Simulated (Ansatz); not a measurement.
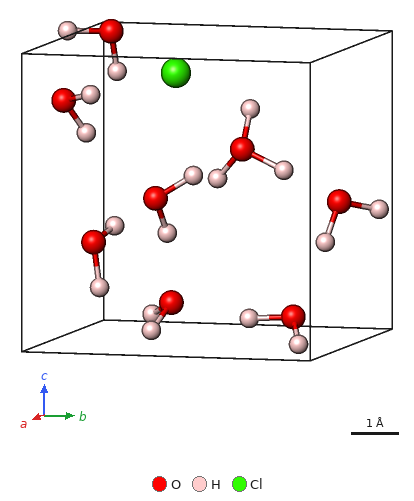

Starting frame of a dynamics run of a periodic cell with 8 H2O + 1 HCl at 1.145 g/cm³. The picture is a ball-and-stick view of the simulation cell, seen slightly off an axis.

Theory: DFT r2SCAN, scalar-relativistic, plane waves, PAW in Ansatz 0.2.0.

Input
```yaml
accuracy: low
crystal:
  lattice:
    - [6.398014, 0.0, 0.0]
    - [0.0, 6.398014, 0.0]
    - [0.0, 0.0, 6.398014]
  atoms:
    - { symbol: O, position: [0.95919583, 0.23751861, 0.37059677] }
    - { symbol: H, position: [0.81135796, 0.26842182, 0.41094396] }
    - { symbol: H, position: [0.95793864, 0.25792813, 0.21924072] }
    - { symbol: O, position: [0.37530784, 0.34107151, 0.10888162] }
    - { symbol: H, position: [0.49872753, 0.3067913, 0.02789653] }
    - { symbol: H, position: [0.26795114, 0.24355643, 0.05567004] }
    - { symbol: O, position: [0.38244302, 0.76557558, 0.0745874] }
    - { symbol: H, position: [0.50207024, 0.81776937, -0.00291067] }
    - { symbol: H, position: [0.38270743, 0.61299549, 0.06479807] }
    - { symbol: O, position: [0.1011486, 1.05449655, 0.98103911] }
    - { symbol: H, position: [0.04547826, 1.05886394, 0.84129048] }
    - { symbol: H, position: [0.18774872, 0.92766114, 0.98870298] }
    - { symbol: O, position: [0.61477788, 0.03589184, 0.80360649] }
    - { symbol: H, position: [0.70557712, 0.15494504, 0.83621744] }
    - { symbol: H, position: [0.53435438, 0.09139851, 0.68783844] }
    - { symbol: O, position: [0.13024396, 0.51715832, 0.60262397] }
    - { symbol: H, position: [0.13970601, 0.66394481, 0.53748236] }
    - { symbol: H, position: [0.07085906, 0.41433797, 0.49489557] }
    - { symbol: O, position: [0.19783699, 0.87256598, 0.44478128] }
    - { symbol: H, position: [0.09658369, 0.98168686, 0.41147245] }
    - { symbol: H, position: [0.27702511, 0.8465615, 0.31623958] }
    - { symbol: O, position: [0.57484769, 0.34295147, 0.48001591] }
    - { symbol: H, position: [0.56793514, 0.47201082, 0.55967965] }
    - { symbol: H, position: [0.48690314, 0.35834215, 0.3545147] }
    - { symbol: Cl, position: [0.82858673, 0.48574287, 0.9321909] }
    - { symbol: H, position: [1.02855058, 0.51594397, 0.72695185] }
basis:
  ecutwfc: 500.0
kpoints:
  mp_grid: { grid: [1, 1, 1] }
hamiltonian:
  xc: r2scan
scf:
  occupations: { method: fermi_dirac, width: 0.02 }
  lower_state_search: "off"
md:
  timestep: 0.5
  n_steps: 220
  ensemble: nvt_langevin
  temperature: 250.0
  initial_velocities: maxwell_boltzmann
  seed: 706402
  friction: 0.02
  masses: [{ species: H, mass: 2.014 }]
```

Run as
```bash
ansatz run input.yaml --threads 1 --pin off --max-ram 3072MiB --backend cpu --events-out ev --progress --plain --runs-dir out
```

Q: What does the trajectory do?

A: The mean temperature in the second half is 262 K (standard deviation 47 K). The potential energy is still drifting at the end, so the run hasn't reached equilibrium. The potential energy in the second half lies on average 27.0 meV per atom above the first frame. Root-mean-square distances from the starting positions over the second half, with the common drift of all atoms taken out: H 0.28 Å, O 0.21 Å, Cl 0.11 Å. The heavy atoms stay within a fraction of a molecule's size of their starting places; so short a run doesn't tell a liquid from a solid.

Along the run (each row but the first and the last is the mean over the interval that it begins):

```csv
time (fs),potential energy (meV/atom),T (K)
0.0,0.0,240
13.5,14.1,191
27.0,20.9,189
40.5,19.9,209
54.0,23.7,207
67.5,23.9,237
81.0,27.2,280
94.5,31.7,313
108.0,33.9,297
```

The paths of the atoms:

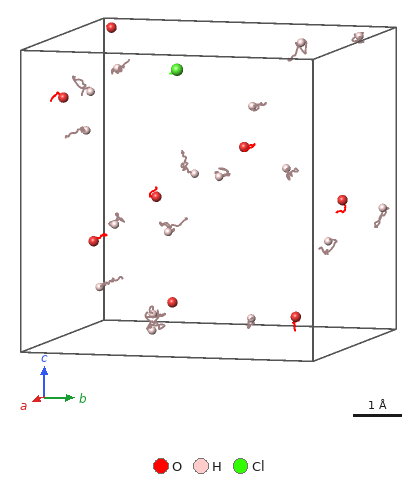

Limits of the set-up: the program's low-accuracy preset was used; masses were changed (H 2.014 u), which shifts the vibrations; the periodic images lie only 6.4 Å apart, so the values are limited by the cell's size.

The run took 12 min on 1 thread of AMD EPYC 9R45 96-Core Processor (Zen 5) (shared host), peak memory 0.67 GiB.
